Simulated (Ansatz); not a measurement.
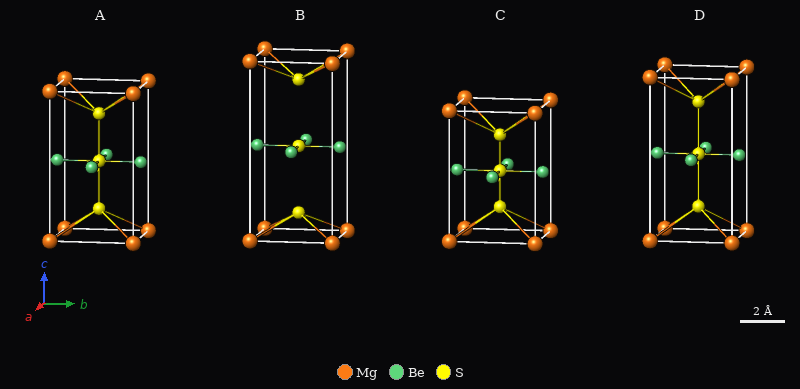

4 geometries from one relaxation of solid MgBe₂S₃ (a generated structure, set up in P4/mmm) (coarse preliminary run), in shuffled order. A ball-and-stick model of the cell of the calculation, seen slightly off an axis.

These are results of DFT PBE, scalar-relativistic, plane waves, PAW (Ansatz 0.2.0), not measurements. Settings: plane-wave cutoff 420 eV; k-point mesh 4 × 4 × 4; occupations gaussian; smearing width 0.1 eV; no spin polarisation; cell and atoms relaxed; force threshold 0.04 eV/Å; at most 70 steps.

Put them in the order of the run, from the start to the converged end.

Answer. C, A, D, B. They are steps 0, 3, 6, 15, at +1522 meV per atom, +208 meV per atom, +157 meV per atom relative to the last. The largest moves relative to the cell, 0.79 Å, are those of S atoms. Mg and Be stay in place. The volume changes by +27.2 %, with a = b 4.017 → 3.864 Å (−3.8 %), c 6.096 → 8.381 Å (+37.5 %). Some distances before and after: S–S 1.685 → 3.106 Å, S–S 2.726 → 2.170 Å, Mg–S 3.150 → 2.940 Å, Be–S 2.008 → 1.932 Å. Bonds break: S–S (1.69 → 3.11 Å). The space group stays P4/mmm (No. 123). The energy falls by 1522 meV per atom in 13 accepted moves (15 points after the start). The largest force component goes from 19 to 0.011 eV/Å. The pressure goes from 33.72 to 0.06 GPa. At 2 points the geometry stayed and the basis and grid were re-selected for the new cell (energy shift of 11.9 meV per atom at most each time). Cost: 54 s on 1 thread of Arm Neoverse V1, with other jobs on the host, peak memory 0.37 GiB.

Limits of the set-up: the k-point mesh is coarse for a cell with partly filled bands.
